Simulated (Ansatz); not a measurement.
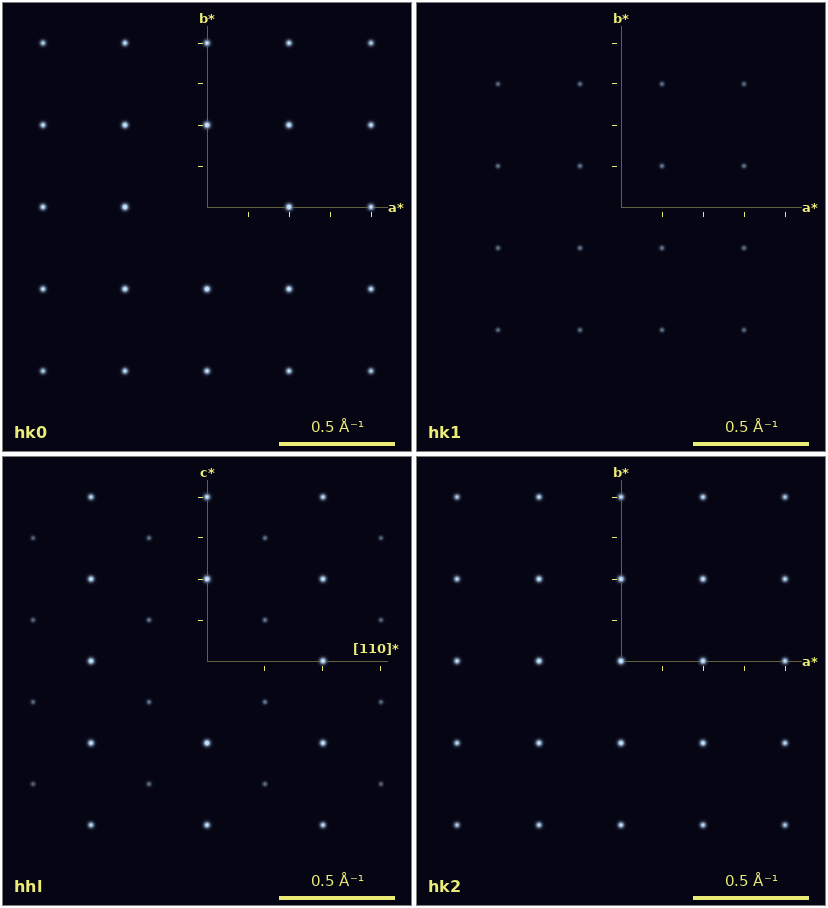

Four undistorted layers of reciprocal space, calculated for a single crystal (X-rays, kinematic |F|², B = 0.5 Å²). Tick marks count the reciprocal lattice steps of the conventional cell along each axis.

Q: What cell do the layers give?

A: a* = 0.179, b* = 0.179, c* = 0.179 Å⁻¹; the cell is cubic with a = 5.59 Å.

Q: List the systematic absences.

A: Reflections are present only under these conditions. hkl: h + k = 2n, h + l = 2n; hk0: h = 2n, k = 2n; hhl: h + l = 2n; h00: h = 2n. The lattice is face-centred (F).

Q: Which space groups fit?

A: The intensities have Laue symmetry m-3m (the hk0 layer shows 4mm, hk1 shows 4mm). With these conditions the candidates are F432 (No. 209), F-43m (No. 216), Fm-3m (No. 225). Diffraction geometry alone does not choose among them; the structure has Fm-3m. The compound is TaSb. Structure: the geometry relaxed with DFT PBEsol, scalar-relativistic, plane waves, PAW (Ansatz 0.2.0); the starting structure was generated, so it need not be a known form of this composition.
